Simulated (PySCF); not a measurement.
# AlClF2H2···HF: what the fields show

Input

```
{"job": {"kind": "inter", "xc": "wB97M-D3(BJ)", "basis": "def2-TZVPD", "pairs": false}, "charge": 0, "multiplicity": 1, "parts": [{"atoms": "0-1", "charge": 0, "multiplicity": 1}, {"atoms": "2-3", "charge": 0, "multiplicity": 1}, {"atoms": "4-5", "charge": 0, "multiplicity": 1}, {"atoms": "6-7", "charge": 0, "multiplicity": 1}]}
Al     0.150156    -0.225661    -1.588463
Cl    -0.662037    -0.469770     0.345496
F      0.751978    -1.746507    -2.217750
H     -0.444125     0.747376    -2.656206
F      1.958067     0.347822    -1.267012
H      2.605661    -0.405194    -1.457549
F      3.072264    -1.620826    -1.848565
H      2.161157    -1.921705    -2.083081
```

Run with:

```sh
OMP_NUM_THREADS=1 python cluster_run.py task.json out
```

Geometry: PBE0-D3(BJ)/def2-SVPD.

Method: PySCF 2.14.0, wB97M-D3(BJ)/def2-TZVPD, SCF density, gas phase.

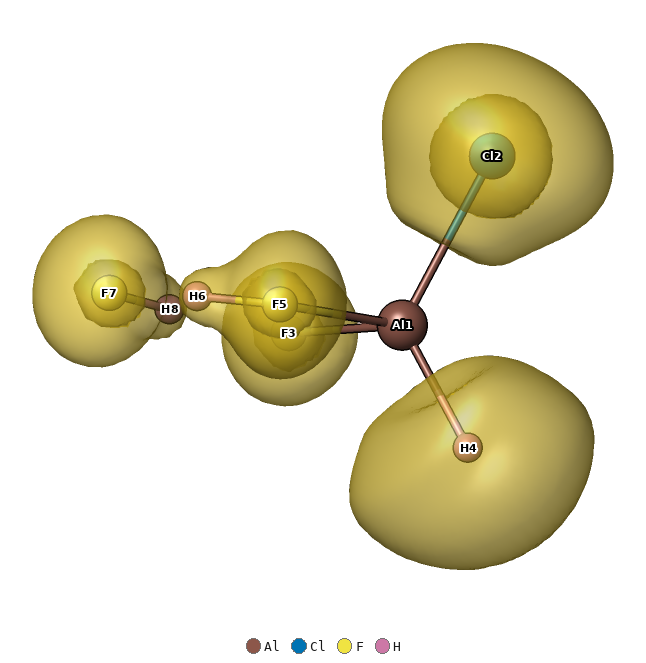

Figure 1. Isosurface of the electron localisation function at 0.75 (yellow), seen across its widest extent. Only the valence region is drawn (cores and ρ < 0.01 e/Å³ removed).

Where are the electrons localised?

At this value the surface marks out one region around a hydrogen nucleus, one region on Cl in which the atom's valence shell and bonds are merged, one region wrapped around F (its valence shell) and two joined regions spread over several atoms (F, H), in which their bonds and any lone pairs are merged. Profiles from the grid: F7···H6 (1.36 Å): the ELF dips to about 0.30 between them. Al–F (1.75 Å): the ELF peaks at about 0.85 in the valence shell of F, 0.5 Å from its nucleus, and is about 0.40 at the midpoint.

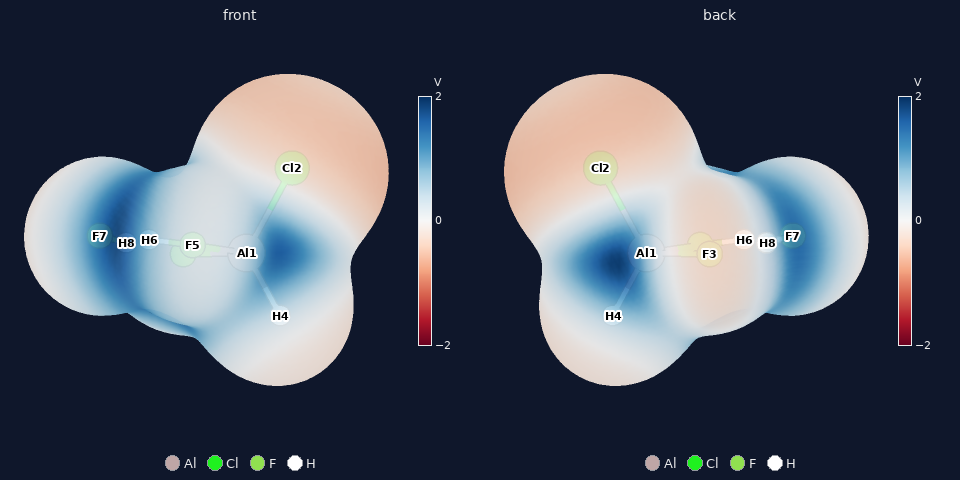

Figure 2. The electrostatic potential painted on the density surface at 0.001 e/bohr³, seen from the front and from behind; the colour scale runs from red (negative) to blue (positive).

Where is the surface potential most negative and most positive?

The most negative region (about −0.5 V, or −12 kcal/mol for a unit charge) lies over Cl2, the most positive (about +1.8 V, or +42 kcal/mol for a unit charge) over Al1 and H6.

How polar is the complex by this calculation?

Its dipole moment is 1.98 D.

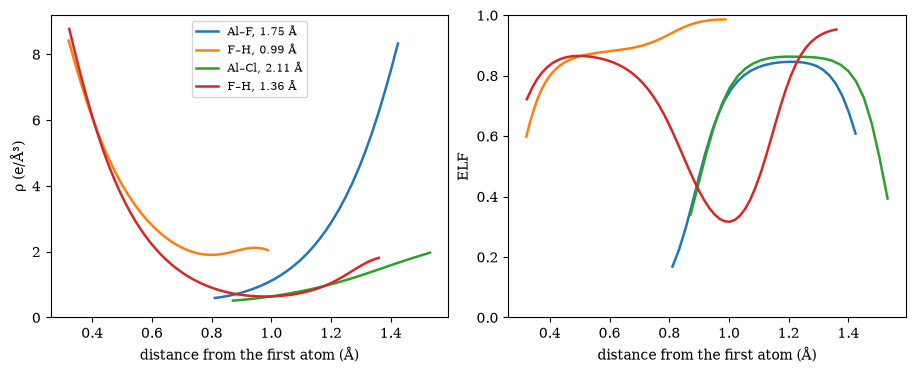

Figure 3. Total electron density and electron localisation function along straight lines between neighbouring atoms. The curves leave out the atomic cores.

Compare the contacts.

Al–F (1.75 Å): ρ is about 0.7 e/Å³ halfway; the ELF peaks at about 0.85 in the valence shell of F, 0.5 Å from its nucleus, and is about 0.40 at the midpoint.
F–H (0.99 Å): ρ at the midpoint is about 4.1 e/Å³; the ELF climbs to about 1 towards the hydrogen, as it does in any bond to H: an ordinary covalent bond to hydrogen.
Al–Cl (2.11 Å): the density is about 0.72 e/Å³ at the midpoint; the ELF peaks at about 0.85 in the valence shell of Cl, 0.9 Å from its nucleus, and is about 0.80 at the midpoint.
F7···H6 (1.36 Å): the density falls to about 0.64 e/Å³ on the way; the ELF dips to about 0.30 between them.
